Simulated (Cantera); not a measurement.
Charge: 1 mol Si₃N₄, 0.013 mol O₂, 670 mol N₂, at 3.50e-6 bar.

Cantera equilibrium calculation (NASA polynomials, part measured and part estimated; ideal gas, pure solids and liquids). Candidate condensed phases: Si, SiO₂, Si₂N₂O, Si₃N₄; 16 gas species. Mutual solubility and eutectic melting of coexisting phases are not modelled. Kinetics and transport are ignored.

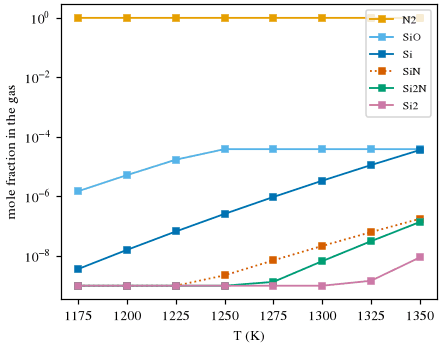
*Equilibrium gas composition (values under 1e-9 drawn at 1e-9)*

From 1175 K to 1225 K the condensed part is Si₂N₂O(s) + Si₃N₄(s). From 1250 K to 1350 K the condensed part is Si₃N₄(s). The main Si-bearing gas is SiO throughout. The share of Si in condensed phases is highest at 1175 K (100.0 %) and lowest at 1350 K (98.3 %).
